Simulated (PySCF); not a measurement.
Os(F)6, SMILES [F][Os]([F])([F])([F])([F])[F], triplet at its PBE0/def2-SVP optimised geometry (Å):

```
7

Os     0.0000     0.0000     0.0000
F      1.8354     0.0000     0.0000
F     -1.8354    -0.0002    -0.0008
F     -0.0395     1.8358     0.0000
F      0.0419    -0.0456    -1.8355
F     -0.0402     0.0439     1.8356
F      0.0376    -1.8358     0.0022
```

Computed with PySCF with unrestricted PBE0/def2-TZVP, def2 effective core potentials past Kr. The core electrons that the potentials of Os replace are not part of the density. Cells within 0.4 Å of a nucleus heavier than hydrogen are left out (blank, or x).

Map of the electrostatic potential (hartree/e), clipped to [-0.08, 0.12] on the plane z = 0.0 Å:

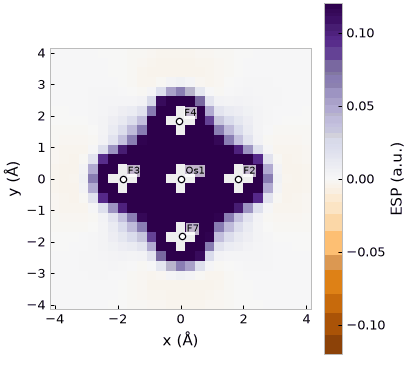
Figure. Electrostatic potential (hartree/e), clipped to [-0.08, 0.12] on the plane z = 0.0 Å.
